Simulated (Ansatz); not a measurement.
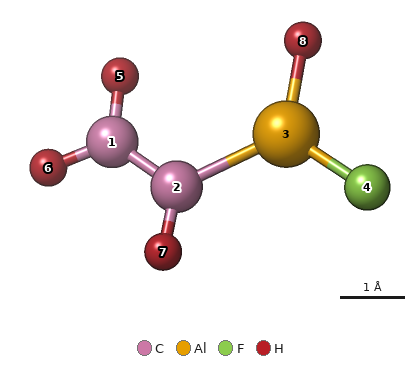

The structure as given in the input (ball-and-stick view, seen at a tilt; atoms are numbered from 1 in the order of the input). Sticks mark near contacts.

## Nudged elastic band, with input and output: C2H4AlF

System: C2H4AlF.
Method: RKS B3LYP-D4/def2-SVP (Ansatz 0.2.0).

It belongs to a series of runs on one base structure; here: band between the two ends. Figures and captions count atoms from 1; the log counts them from 0 in places.

### Log
```
Engine: ansatz 0.2.0, x86_64-unknown-linux-gnu
Functional definition: B3LYP
  parameter a0 = 0.2
  parameter ax = 0.72
  parameter ac = 0.81
  exchange = (1 - a0 - ax)*slater_x + ax*b88_x + a0*exact_x
  correlation = (1 - ac)*vwn_rpa_c + ac*lyp_c
856 factors; integrals over basis functions are off by at most 3.7e-4 eV
mean field evaluation 1: about -11442.1048 eV, gradient 5.5e1 eV
mean field evaluation 2: about -11434.7948 eV, gradient 8.2e1 eV
mean field evaluation 4: about -11448.9879 eV, gradient 4.2e0 eV
mean field evaluation 8: about -11449.0378 eV, gradient 3.1e-2 eV
mean field -11449.03777744 eV, -420.7443778846 hartree, gradient 4.3e-5 eV, S^2 0.000000; 0 other end points of the search recorded, 0 dependent functions left out
the calculation of the forces begins
reference -11449.03801376 eV, -420.7443865691 hartree; 19, 19 occupied and 61, 61 virtual orbitals, 856 factors
856 factors; integrals over basis functions are off by at most 6.8e-4 eV
mean field evaluation 16: about -11434.2454 eV, gradient 8.3e1 eV
mean field -11449.02539343 eV, -420.7439227804 hartree, gradient 2.8e-5 eV, S^2 0.000000; 0 other end points of the search recorded, 0 dependent functions left out
[... from here on the field's lines of each further geometry are left out, up to the last ...]
NEB iter   1: max|band force component| = 5.836e-1 eV/Å  barrier→ = 0.2027 eV  barrier← = 0.1941 eV  Δτ_max = 0.1617 Å  (216 SCF iters)
NEB iter   2: max|band force component| = 3.458e-1 eV/Å  barrier→ = 0.1928 eV  barrier← = 0.1842 eV  CI = image 4  Δτ_max = 0.1543 Å  (197 SCF iters)
NEB iter   3: max|band force component| = 2.519e-1 eV/Å  barrier→ = 0.1551 eV  barrier← = 0.1465 eV  CI = image 4  Δτ_max = 0.0364 Å  (195 SCF iters)
NEB iter   4: max|band force component| = 9.498e-2 eV/Å  barrier→ = 0.1508 eV  barrier← = 0.1422 eV  CI = image 4  Δτ_max = 0.0425 Å  (191 SCF iters)
NEB iter   5: max|band force component| = 6.732e-2 eV/Å  barrier→ = 0.1490 eV  barrier← = 0.1404 eV  CI = image 4  Δτ_max = 0.0210 Å  (194 SCF iters)
NEB iter   6: max|band force component| = 5.756e-2 eV/Å  barrier→ = 0.1489 eV  barrier← = 0.1403 eV  CI = image 4  Δτ_max = 0.0268 Å  (183 SCF iters)
the calculation of the forces begins
reference -11449.00486585 eV, -420.7431684059 hartree; 19, 19 occupied and 61, 61 virtual orbitals, 856 factors
856 factors; integrals over basis functions are off by at most 3.7e-4 eV
mean field evaluation 512: about -11448.8763 eV, gradient 7.5e-1 eV
mean field -11448.89070004 eV, -420.7389728896 hartree, gradient 1.2e-5 eV, S^2 0.000000; 1 other end points of the search recorded, 0 dependent functions left out
the calculation of the forces begins
reference -11448.89094043 eV, -420.7389817236 hartree; 19, 19 occupied and 61, 61 virtual orbitals, 856 factors
NEB iter   7: max|band force component| = 3.065e-2 eV/Å  barrier→ = 0.1488 eV  barrier← = 0.1402 eV  CI = image 4  Δτ_max = 0.0000 Å  (354 SCF iters)
```

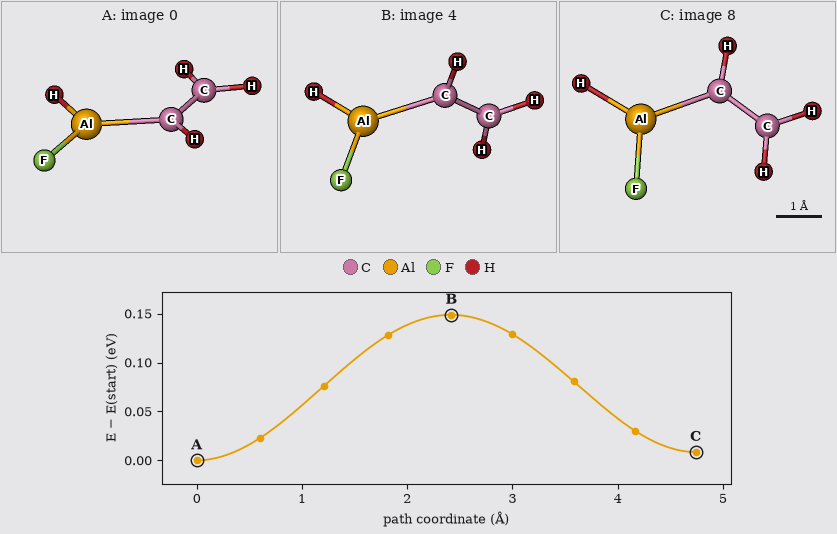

Images of the last band (counted from 0; ball-and-stick, seen at a tilt) above the energy along the path; the line is a cubic interpolation that uses the forces. The highest image is number 4, 0.149 eV above the start and 0.140 eV above the end (the climbing image); the end lies 0.009 eV above the start. The path is 4.74 Å long. The band converged in 7 iterations.

```
Total energy: -11449.09163353 eV, -420.7463570593 hartree
Atom 0 at     0.861779     1.048107     0.473758 Å, force    -0.009451    -0.003977     0.003365 eV/Å
Atom 1 at    -0.343962     0.499751     0.243795 Å, force     0.018190    -0.002508    -0.002305 eV/Å
Atom 2 at    -0.595840    -1.220153    -0.628615 Å, force    -0.004452     0.002123    -0.003020 eV/Å
Atom 3 at    -0.607449    -2.603377     0.309021 Å, force     0.000687     0.002927     0.001317 eV/Å
Atom 4 at     1.801880     0.552521     0.198473 Å, force     0.001234     0.000697    -0.002315 eV/Å
Atom 5 at     0.983817     2.026440     0.956142 Å, force    -0.000070     0.002545     0.002444 eV/Å
Atom 6 at    -1.211894     1.095413     0.566339 Å, force    -0.005041     0.000360    -0.000390 eV/Å
Atom 7 at    -0.796232    -1.455903    -2.174713 Å, force    -0.001097    -0.002167     0.000904 eV/Å
Dipole moment:     0.036105     0.364045    -0.072541 e Å
this run last wrote the band of iteration 7 to [file]
```

### The last band as extended XYZ (Å, eV, eV/Å)
```
8
Properties=species:S:1:pos:R:3:forces:R:3 image=0 energy=-11449.24019
C     0.6213    1.2553   -0.0828    0.0053   0.0056  -0.0067
C    -0.2025    0.3865    0.5318   -0.0045   0.0027   0.0005
Al   -0.4391   -1.3789   -0.2201   -0.0035  -0.0078  -0.0020
F    -1.4428   -2.4875    0.5229    0.0013   0.0090   0.0025
H     1.1642    0.9932   -1.0010    0.0032   0.0013   0.0002
H     0.8028    2.2724    0.2892   -0.0039  -0.0025   0.0019
H    -0.7062    0.7331    1.4444   -0.0003  -0.0058   0.0057
H     0.2944   -1.8312   -1.5402    0.0024  -0.0025  -0.0021
8
Properties=species:S:1:pos:R:3:forces:R:3 image=1 energy=-11449.21709
C     0.7214    1.2186    0.0352   -0.0039   0.0024  -0.0069
C    -0.2781    0.4173    0.4471    0.0065  -0.0051   0.0082
Al   -0.5110   -1.3417   -0.3259    0.0025   0.0000   0.0039
F    -1.2806   -2.5271    0.5639   -0.0373   0.0050  -0.0136
H     1.4112    0.9295   -0.7690   -0.0176   0.0083  -0.0219
H     0.9155    2.2036    0.4798   -0.0015   0.0018  -0.0059
H    -0.9094    0.7915    1.2651    0.0157  -0.0102   0.0229
H     0.0232   -1.7490   -1.7520    0.0355  -0.0022   0.0132
8
Properties=species:S:1:pos:R:3:forces:R:3 image=2 energy=-11449.16394
C     0.8031    1.1658    0.1745   -0.0030   0.0040  -0.0081
C    -0.3186    0.4495    0.3699    0.0093  -0.0090   0.0088
Al   -0.5659   -1.2969   -0.4363   -0.0043  -0.0004   0.0035
F    -1.0948   -2.5511    0.5324   -0.0500   0.0085  -0.0079
H     1.6147    0.8250   -0.4820   -0.0175   0.0145  -0.0367
H     0.9847    2.1297    0.6676   -0.0007   0.0024  -0.0031
H    -1.0590    0.8784    1.0605    0.0130  -0.0160   0.0342
H    -0.2722   -1.6576   -1.9423    0.0533  -0.0041   0.0094
8
Properties=species:S:1:pos:R:3:forces:R:3 image=3 energy=-11449.11223
C     0.8513    1.1080    0.3212   -0.0048  -0.0046  -0.0002
C    -0.3362    0.4776    0.3026    0.0130  -0.0004  -0.0030
Al   -0.5934   -1.2562   -0.5365   -0.0027  -0.0032   0.0026
F    -0.8700   -2.5783    0.4474   -0.0359   0.0084   0.0005
H     1.7501    0.6939   -0.1546   -0.0044   0.0123  -0.0283
H     1.0022    2.0723    0.8233   -0.0026   0.0048  -0.0010
H    -1.1616    0.9859    0.8233    0.0021  -0.0141   0.0293
H    -0.5502   -1.5602   -2.0826    0.0354  -0.0032   0.0001
8
Properties=species:S:1:pos:R:3:forces:R:3 image=4 energy=-11449.09139
C     0.8618    1.0481    0.4738   -0.0095  -0.0040   0.0034
C    -0.3440    0.4998    0.2438    0.0182  -0.0025  -0.0023
Al   -0.5958   -1.2202   -0.6286   -0.0045   0.0021  -0.0030
F    -0.6074   -2.6034    0.3090    0.0007   0.0029   0.0013
H     1.8019    0.5525    0.1985    0.0012   0.0007  -0.0023
H     0.9838    2.0264    0.9561   -0.0001   0.0025   0.0024
H    -1.2119    1.0954    0.5663   -0.0050   0.0004  -0.0004
H    -0.7962   -1.4559   -2.1747   -0.0011  -0.0022   0.0009
8
Properties=species:S:1:pos:R:3:forces:R:3 image=5 energy=-11449.11127
C     0.8309    0.9864    0.6223   -0.0068  -0.0053   0.0377
C    -0.3544    0.5203    0.1909    0.0160   0.0102  -0.0175
Al   -0.5787   -1.1814   -0.7187    0.0102   0.0011  -0.0101
F    -0.3099   -2.5960    0.1282    0.0331  -0.0101   0.0008
H     1.7613    0.4106    0.5371   -0.0041  -0.0165   0.0129
H     0.9435    1.9726    1.0914   -0.0067   0.0012  -0.0089
H    -1.2143    1.1947    0.3231   -0.0012   0.0213  -0.0179
H    -0.9863   -1.3643   -2.2301   -0.0406  -0.0019   0.0030
8
Properties=species:S:1:pos:R:3:forces:R:3 image=6 energy=-11449.15940
C     0.7669    0.9256    0.7627   -0.0250  -0.0187   0.0376
C    -0.3575    0.5457    0.1288    0.0220   0.0063  -0.0012
Al   -0.5364   -1.1429   -0.8084   -0.0169   0.0165  -0.0193
F     0.0191   -2.5354   -0.0729    0.0610  -0.0077   0.0006
H     1.6445    0.2726    0.8476   -0.0074  -0.0133   0.0140
H     0.8742    1.9105    1.2360    0.0012  -0.0015  -0.0032
H    -1.1724    1.2848    0.1011    0.0113   0.0282  -0.0401
H    -1.1464   -1.3182   -2.2508   -0.0463  -0.0098   0.0116
8
Properties=species:S:1:pos:R:3:forces:R:3 image=7 energy=-11449.20961
C     0.6759    0.8644    0.8852   -0.0195  -0.0152   0.0133
C    -0.3455    0.5818    0.0555    0.0145   0.0100  -0.0082
Al   -0.4761   -1.1008   -0.8950   -0.0223   0.0045  -0.0008
F     0.3520   -2.4068   -0.2625    0.0466   0.0062  -0.0099
H     1.4697    0.1386    1.1010   -0.0093  -0.0102   0.0160
H     0.7754    1.8331    1.3924    0.0027  -0.0018   0.0016
H    -1.0881    1.3786   -0.0994    0.0146   0.0167  -0.0236
H    -1.2713   -1.3460   -2.2331   -0.0273  -0.0100   0.0116
8
Properties=species:S:1:pos:R:3:forces:R:3 image=8 energy=-11449.23158
C     0.6369    1.2465   -0.0314    0.0038   0.0017  -0.0037
C    -0.2286    0.3818    0.5301   -0.0019  -0.0023   0.0007
Al   -0.4998   -1.3892   -0.2034   -0.0010  -0.0027  -0.0003
F     0.4009   -1.7694   -1.5597   -0.0010   0.0004   0.0014
H     1.2216    0.9857   -0.9223   -0.0022   0.0007   0.0034
H     0.8078    2.2560    0.3656    0.0004   0.0002  -0.0002
H    -0.7709    0.7306    1.4211    0.0000  -0.0007  -0.0005
H    -1.4757   -2.4991    0.3442    0.0020   0.0025  -0.0007
```

The run was set up as follows.

### The input
```yaml
crystal:
  periodic: [false, false, false]
  atoms:
    - { symbol: C, position_ang: [0.621343, 1.255275, -0.082814] }
    - { symbol: C, position_ang: [-0.202548, 0.386477, 0.531784] }
    - { symbol: Al, position_ang: [-0.439071, -1.378918, -0.220088] }
    - { symbol: F, position_ang: [-1.442774, -2.487508, 0.522912] }
    - { symbol: H, position_ang: [1.164171, 0.993229, -1.001047] }
    - { symbol: H, position_ang: [0.802799, 2.272354, 0.28919] }
    - { symbol: H, position_ang: [-0.706233, 0.73308, 1.444441] }
    - { symbol: H, position_ang: [0.294413, -1.831189, -1.540179] }
basis:
  gaussian: { orbitals: def2-SVP }
hamiltonian:
  xc: b3lyp
  dispersion: d4
neb:
  order_check: false
  images: 7
  f_tol: 0.05
  max_iterations: 60
  initial_path: idpp
  final_atoms:
    - { symbol: C, position_ang: [0.62692275, 1.24981092, -0.07553272] }
    - { symbol: C, position_ang: [-0.2149167, 0.39095131, 0.52926978] }
    - { symbol: Al, position_ang: [-0.49566645, -1.3962043, -0.16000631] }
    - { symbol: F, position_ang: [0.36596036, -1.79786178, -1.53533956] }
    - { symbol: H, position_ang: [1.18604093, 0.97490764, -0.9785799] }
    - { symbol: H, position_ang: [0.80266331, 2.26815879, 0.29576536] }
    - { symbol: H, position_ang: [-0.73230011, 0.75416449, 1.42934452] }
    - { symbol: H, position_ang: [-1.44660409, -2.50112708, 0.43927782] }
```

Launched with:
```bash
ansatz run input.yaml --threads 1 --pin off --max-ram 2048MiB --backend cpu --events-out ev --progress --plain --runs-dir out
```

### Key numbers

```tsv
quantity	value
outcome	converged
barrier, forward	0.149 eV
barrier, backward	0.140 eV
hardware	1 thread of AMD EPYC (Zen 5), 16 GiB of memory available, shared host
wall time	49 s
peak memory	0.18 GiB
```

### Notes

The order of the saddle point was not checked.
